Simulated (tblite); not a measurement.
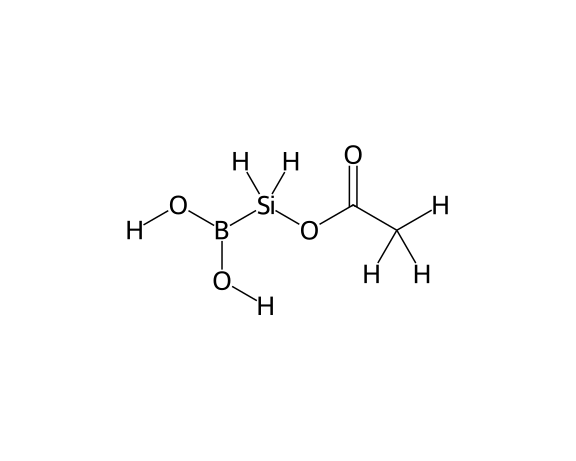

Source: calculation with tblite.

A structural formula.

Give its SMILES.

Answer. CC(=O)O[SiH2]B(O)O

What is the molecular formula?

Answer. C2H7BO4Si.
